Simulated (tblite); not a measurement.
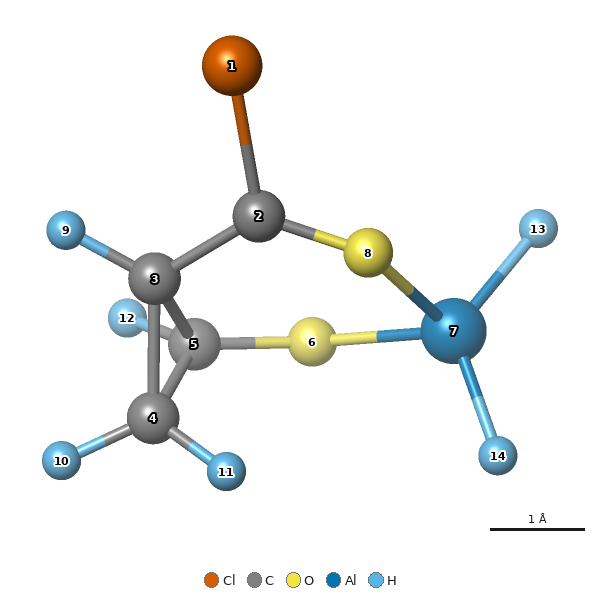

Figure 1. The input geometry (ball-and-stick view, seen at a tilt; atoms are numbered from 1 in the order of the input). Sticks mark near contacts.

**Nudged elastic band of C₄H₆AlClO₂**

The run: nudged elastic band of C₄H₆AlClO₂. Method and program: GFN2-xTB climbing-image nudged elastic band, gas phase (tblite 0.8.0).

**Input file**
```
{"job": {"xc": "GFN2-xTB", "basis": "xTB", "kind": "neb"}, "charge": 0, "multiplicity": 1}
Cl    -1.902812     2.436393    -0.344642
C     -0.822874     1.175264     0.165882
C     -1.269135    -0.141470    -0.049205
C     -0.618534    -1.345683     0.599613
C     -0.044668    -1.025278    -0.719446
O      1.134032    -0.467548    -0.814233
Al     1.963022     0.806771     0.054443
O      0.310075     1.502116     0.528596
H     -2.255402    -0.266920    -0.470440
H     -1.259944    -2.206289     0.715542
H      0.034892    -1.133341     1.436861
H     -0.408586    -1.537241    -1.610734
H      2.559410     1.846842    -0.910087
H      2.579847     0.355913     1.395684
```

The first line tells a small driver script what to run in tblite; the rest is the geometry in Å.

Run as:
```bash
OMP_NUM_THREADS=1 python <driver script> task.json out
```

**Log**
```
image   E - E0 / eV
  0       0.0000
  1       0.1111
  2       0.2589
  3       0.4415
  4       0.5800
  5       0.5985
  6       0.5869
```

**Results in brief**

- outcome: converged
- forward barrier: 0.599 eV
- hardware: 1 CPU thread, shared host
- wall time: 2.2 s
- peak memory: 0.2 GiB
